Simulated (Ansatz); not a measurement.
## Run report: C2H7BOSi, single-point calculation

C2H7BOSi, computed with RKS B3LYP-D4/def2-TZVPP (Ansatz 0.2.0).

The geometry comes from this level: PBE0-D4/def2-TZVP. Figures and captions count atoms from 1; the log counts them from 0 in places.

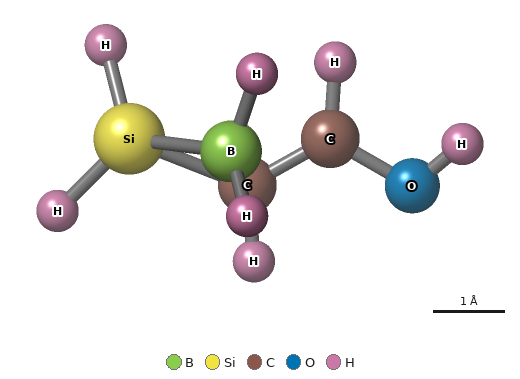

Fig. 1: The input geometry (ball-and-stick view, seen on its broad side).

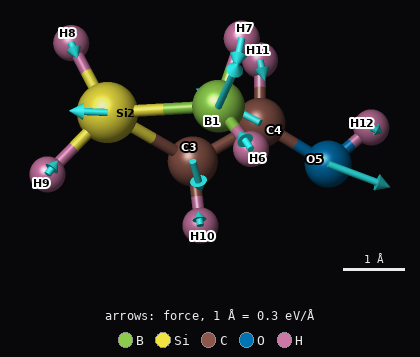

Fig. 2: Forces on the atoms as teal arrows (ball-and-stick view, seen at a tilt; atoms are numbered from 1 in the order of the input). The largest act on B1 (0.46 eV/Å); C4 (0.40 eV/Å); O5 (0.34 eV/Å); C3 (0.21 eV/Å), among others. The geometry is not a stationary point of this energy.

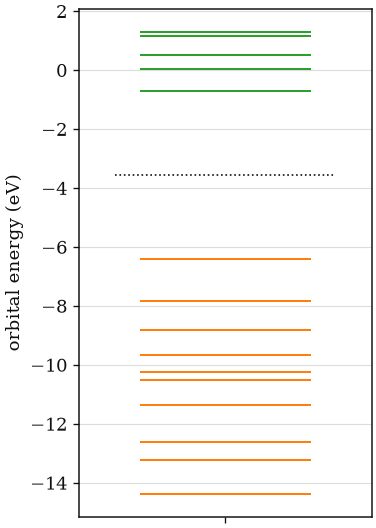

Fig. 3: Orbital energies near the frontier; the dotted line parts filled from empty levels, and levels within 0.02 eV of each other stand side by side. Highest filled −6.40 eV, lowest empty −0.72 eV, 5.68 eV apart.

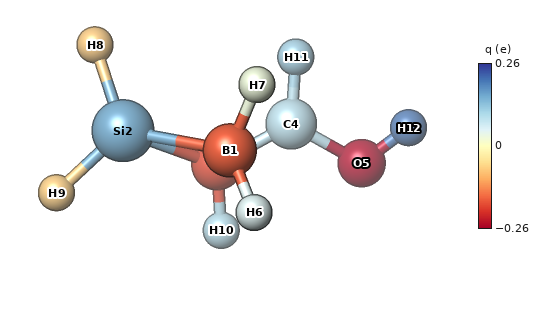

Fig. 4: Mulliken charges, as the colour of each atom (ball-and-stick view, seen at a tilt; atoms are numbered from 1 in the order of the input). By element: B −0.17, Si +0.15, C −0.19 to +0.09, O −0.25 and H −0.07 to +0.21 e.

These pictures come from the run below.

## Input
```yaml
crystal:
  periodic: [false, false, false]
  atoms:
    - {symbol: B, position_ang: [-0.789039, -0.032443, 0.862418]}
    - {symbol: Si, position_ang: [-0.250634, -1.795891, 0.166761]}
    - {symbol: C, position_ang: [0.775819, -0.273407, -0.090066]}
    - {symbol: C, position_ang: [0.335499, 0.876443, -0.681636]}
    - {symbol: O, position_ang: [0.977052, 2.040981, -0.481617]}
    - {symbol: H, position_ang: [-0.567228, 0.437808, 1.934613]}
    - {symbol: H, position_ang: [-1.738301, 0.342738, 0.232065]}
    - {symbol: H, position_ang: [-0.894312, -2.346307, -1.049695]}
    - {symbol: H, position_ang: [0.557086, -2.804870, 0.888460]}
    - {symbol: H, position_ang: [1.624453, -0.142123, 0.577641]}
    - {symbol: H, position_ang: [-0.434081, 0.880552, -1.445790]}
    - {symbol: H, position_ang: [0.480585, 2.761417, -0.879256]}
basis:
  gaussian: {orbitals: def2-TZVPP}
hamiltonian: {xc: {name: B3LYP}, dispersion: d4}
output: {forces: true, orbitals: {seedname: orbitals}}
```

Launched with:
```bash
ansatz run in.yaml --threads 4 --pin off --events-out ev --progress --plain --max-ram 10444MiB
```

## Output
```
Functional definition: B3LYP
  name "B3LYP"
  cite "Stephens, Devlin, Chabalowski & Frisch, J. Phys. Chem. 98, 11623 (1994) doi:10.1021/j100096a001"
  cite "Becke, Phys. Rev. A 38, 3098 (1988) doi:10.1103/PhysRevA.38.3098"
  cite "Lee, Yang & Parr, Phys. Rev. B 37, 785 (1988) doi:10.1103/PhysRevB.37.785"
  cite "Vosko, Wilk & Nusair, Can. J. Phys. 58, 1200 (1980) doi:10.1139/p80-159"
  parameter a0 = 0.2
  parameter ax = 0.72
  parameter ac = 0.81
  exchange = (1 - a0 - ax)*slater_x + ax*b88_x + a0*exact_x
  correlation = (1 - ac)*vwn_rpa_c + ac*lyp_c
1384 factors; their error is unknown
mean field evaluation 1: about -12780.8173 eV, gradient 6.4e1 eV
mean field evaluation 2: about -12768.7947 eV, gradient 9.2e1 eV
mean field evaluation 4: about -12790.1951 eV, gradient 4.6e0 eV
mean field evaluation 8: about -12790.2587 eV, gradient 1.5e-1 eV
mean field evaluation 16: about -12790.2648 eV, gradient 5.6e-4 eV
mean field -12790.26482132 eV, -470.0335626307 hartree, gradient 1.4e-5 eV, S^2 0.000000; 0 other end points of the search recorded, 0 dependent functions left out
the calculation of the forces begins
reference -12790.26511018 eV, -470.0335732462 hartree; 23, 23 occupied and 241, 241 virtual orbitals, 1384 factors
Total energy: -12790.67857534 eV, -470.0487678103 hartree
Atom 0 at    -0.789039    -0.032443     0.862418 Å, force    -0.382330     0.049415     0.255952 eV/Å
Atom 1 at    -0.250634    -1.795891     0.166761 Å, force    -0.001301    -0.194895    -0.005552 eV/Å
Atom 2 at     0.775819    -0.273407    -0.090066 Å, force     0.195886     0.062029    -0.050243 eV/Å
Atom 3 at     0.335499     0.876443    -0.681636 Å, force    -0.055702    -0.307524    -0.244047 eV/Å
Atom 4 at     0.977052     2.040981    -0.481617 Å, force     0.112733     0.319725     0.021838 eV/Å
Atom 5 at    -0.567228     0.437808     1.934613 Å, force    -0.029249    -0.052173    -0.129778 eV/Å
Atom 6 at    -1.738301     0.342738     0.232065 Å, force     0.107253    -0.032965     0.118422 eV/Å
Atom 7 at    -0.894312    -2.346307    -1.049695 Å, force     0.047258     0.028321     0.075632 eV/Å
Atom 8 at     0.557086    -2.804870     0.888460 Å, force    -0.054437     0.054502    -0.051764 eV/Å
Atom 9 at     1.624453    -0.142123     0.577641 Å, force    -0.047556    -0.008797    -0.063820 eV/Å
Atom 10 at    -0.434081     0.880552    -1.445790 Å, force     0.079087     0.023503     0.068998 eV/Å
Atom 11 at     0.480585     2.761417    -0.879256 Å, force     0.028358     0.058858     0.004361 eV/Å
Dipole moment:     0.039222     0.332960    -0.433212 e Å
```

## Key numbers

| quantity | value |
| --- | --- |
| outcome | converged |
| total energy | −12790.6786 eV |
| mean-field energy | −12790.2651 eV |
| dispersion energy | −0.4135 eV |
| SCF solution under orbital rotations | stable |
| HOMO | −6.40 eV |
| LUMO | −0.72 eV |
| largest force (length of the vector) | 0.463 eV/Å |
| dipole moment | 2.63 D |
| hardware | 4 threads of Arm Neoverse V2, 23 GiB of memory available, shared host |
| wall time | 3.9 s (CPU time 14 s) |
| peak memory | 0.75 GiB |
